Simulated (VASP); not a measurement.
Band structure of TiB$_{2}$ (AlB2 type). Computed with LDA (Ceperley-Alder, Perdew-Zunger), VASP's LDA PAW potentials (set 64) (plane waves; VASP 6.6.1).

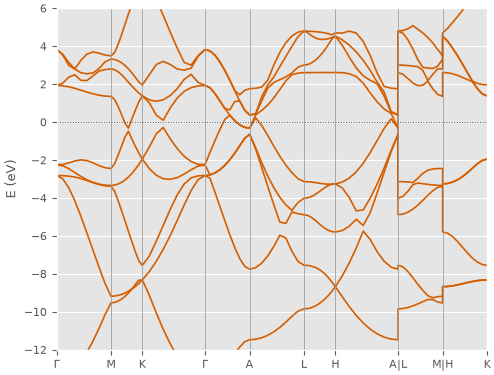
Bands along high-symmetry lines, zero at the valence-band maximum or, without a gap, the Fermi level

Read the plot: is there a gap, and where are the band edges?

It has no gap at this level: it comes out as a metal or semimetal. (Edges off the drawn lines would not show.)

The compound is TiB2 in the AlB2 type structure. It was relaxed first.
